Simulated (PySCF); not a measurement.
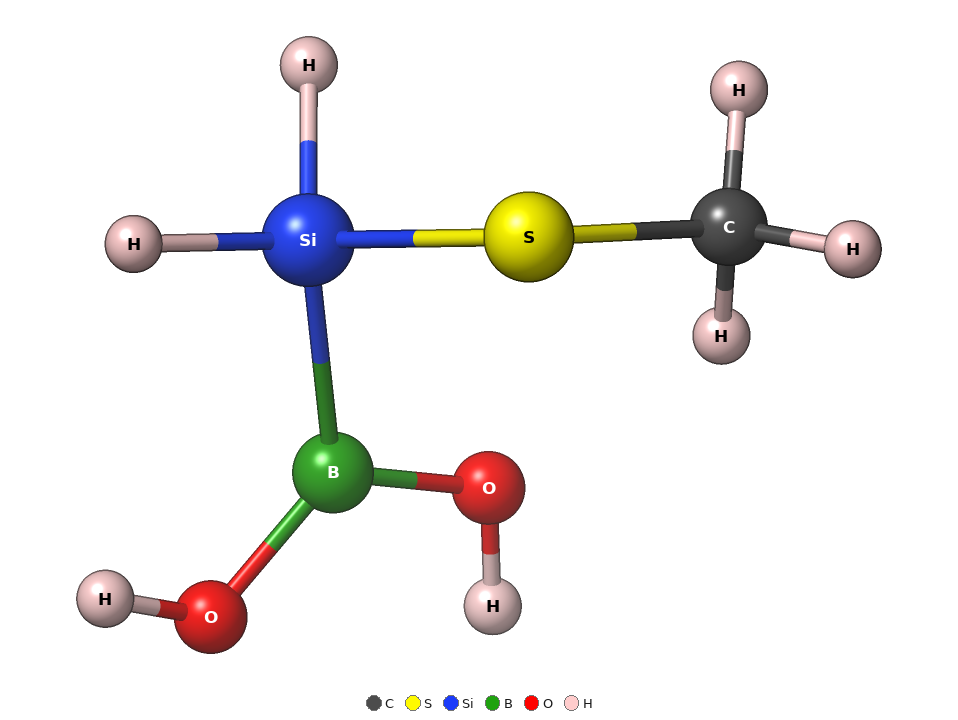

Rendered structure (ball-and-stick style). Every bond is drawn as one stick, whatever its order.

The geometry was computed by an optimisation with PBE0-D3(BJ)/def2-SVP. No frequency run is at hand to confirm it as a minimum.

Question: Which formula does it have?

Answer: CH₇BO₂SSi, 13 atoms: 1 carbon, 7 hydrogen, 1 boron, 2 oxygen, 1 sulfur and 1 silicon.

Question: How many bonds of each kind are drawn?

Answer: 3 C–H, 2 B–O, 2 Si–H, 2 O–H, 1 C–S, 1 S–Si, 1 B–Si.

More results for the same structure follow; atom numbers are the same in all pictures, views and colours differ.

**Shape**

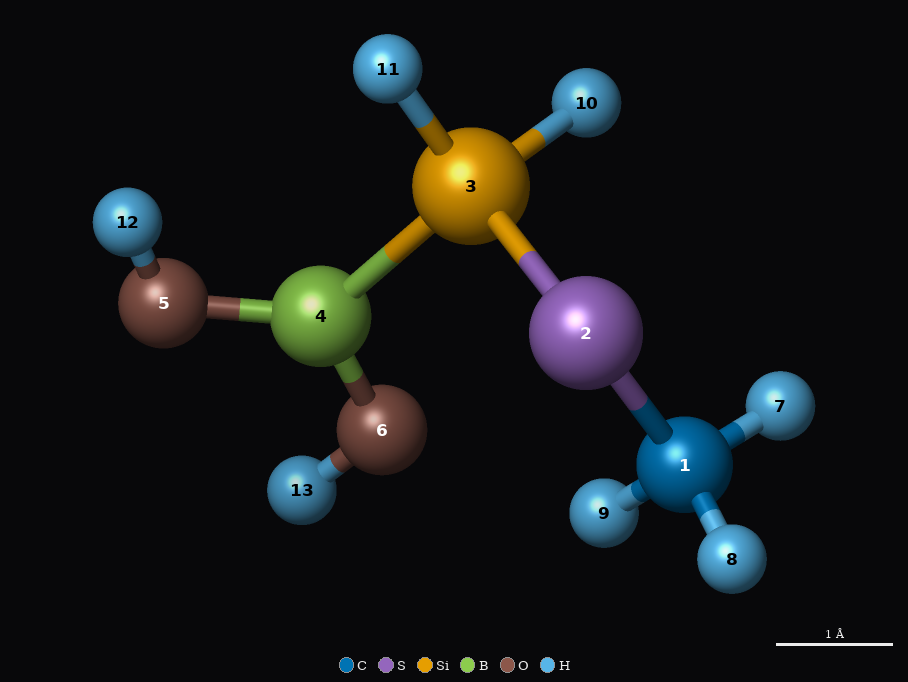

No frequency run is at hand to confirm it as a minimum.

Give the bond lengths.

| bond | length (Å) | order |
| --- | --- | --- |
| C1–S2 | 1.825 | single |
| C1–H7 | 1.099 | single |
| C1–H8 | 1.098 | single |
| C1–H9 | 1.099 | single |
| S2–Si3 | 2.152 | single |
| Si3–B4 | 2.037 | single |
| Si3–H10 | 1.499 | single |
| Si3–H11 | 1.499 | single |
| B4–O5 | 1.362 | single |
| B4–O6 | 1.359 | single |
| O5–H12 | 0.961 | single |
| O6–H13 | 0.967 | single |

**Core levels**

No frequency run is at hand to confirm it as a minimum. Properties computed with delta-SCF UKS B3LYP, pcX-2 on the ionised atom, pcseg-1 elsewhere, spin-free X2C (PySCF 2.14.0).

Give the core-electron binding energies (to vacuum; p and d levels without spin–orbit splitting) of C1 1s, S2 1s, S2 2p, Si3 1s, Si3 2p, B4 1s, O5 1s.

```
atom  level  binding energy (eV)
  C1     1s                291.1
  S2     1s               2474.2
  S2     2p                168.7
 Si3     1s               1845.0
 Si3     2p                106.7
  B4     1s                197.5
  O5     1s                539.1
```

**NMR shielding**

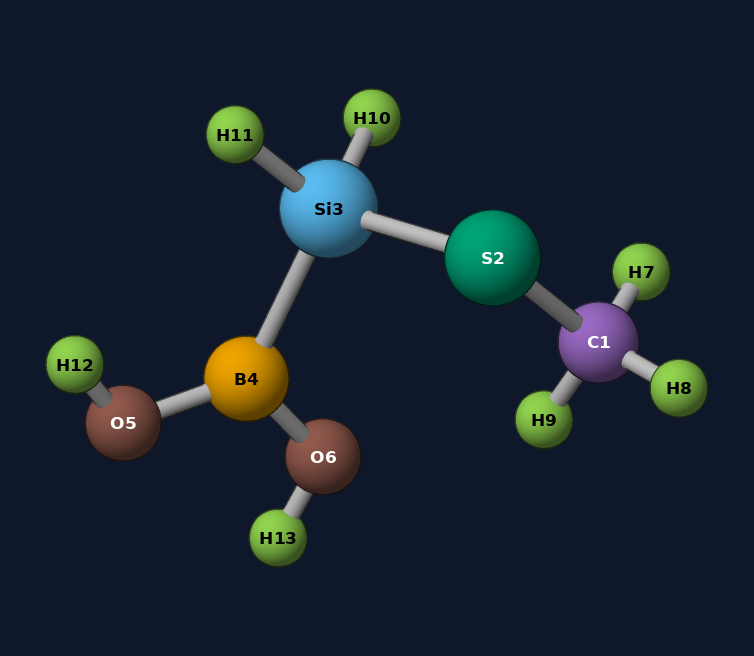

No frequency run is at hand to confirm it as a minimum. Properties computed with GIAO B97-D/pcSseg-1 NMR shielding, non-relativistic, gas phase (PySCF 2.14.0). Principal shieldings σ11 ≤ σ22 ≤ σ33, span Ω = σ33 − σ11, skew κ = 3(σiso − σ22)/Ω.

Question: Which O atom has the most anisotropic shielding?

Answer: O5, with a span of 212 ppm.

Give the shielding tensors of the O atoms.

| atom | σ11 | σ22 | σ33 | σiso | Ω | κ |
| --- | --- | --- | --- | --- | --- | --- |
| O5 | 39.5 | 234.1 | 251.4 | 175.0 | 211.8 | −0.84 |
| O6 | 87.0 | 237.2 | 252.6 | 192.2 | 165.5 | −0.81 |

Shieldings and span in ppm.

**Dipole moment**

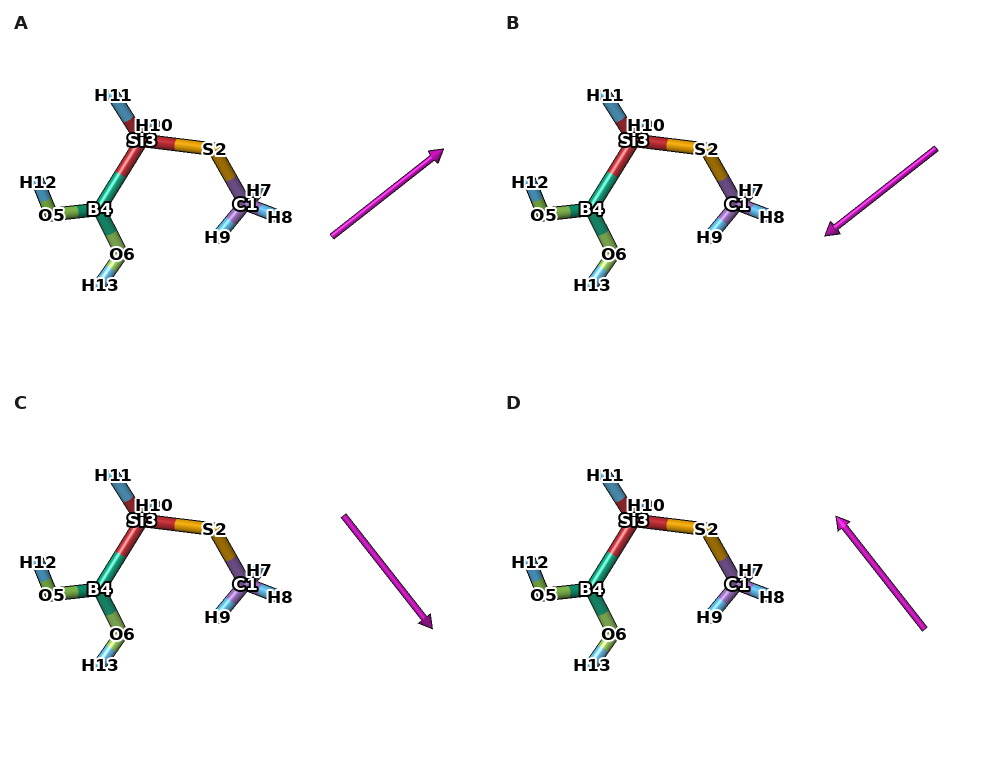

The same molecule four times, each with an arrow. No frequency run is at hand to confirm it as a minimum. Properties computed with OPBE/pcSseg-1, gas phase (PySCF 2.14.0).

Question: Which arrow points along the dipole moment, from the negative to the positive end?

Answer: B. The dipole moment is 2.16 D; it points from the side of H8 to the side of H13 (the outermost atoms at the two ends).
